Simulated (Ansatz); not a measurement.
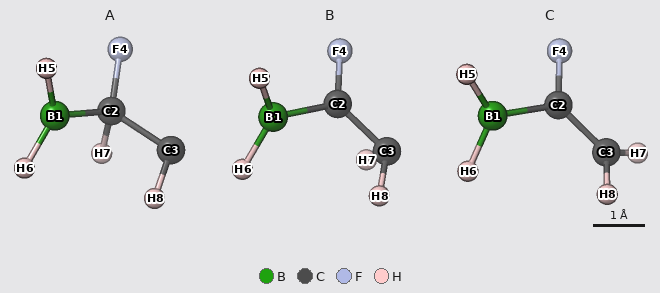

3 geometries from a converged minimum-energy path of C2H4BF, shuffled. A ball-and-stick model, seen at a tilt.

Method: RKS B3LYP-D4/cc-pVDZ in Ansatz. Settings: 7 movable images; climbing image; force threshold 0.05 eV/Å; iteration limit 60; starting path through a guess of the saddle point.

### Which of them lies highest in energy?

A. In order along the path, whose images run from 0 to 8: C (image 3, +13.8 kcal/mol), B (image 5, +60.3 kcal/mol), A (image 7, +79.0 kcal/mol). A hydrogen atom shifts from one atom to another. Breaking: C3–H7 (1.09 → 1.70 at the top → 1.99 Å). Forming: C2–H7 (2.14 → 1.16 at the top → 1.13 Å).
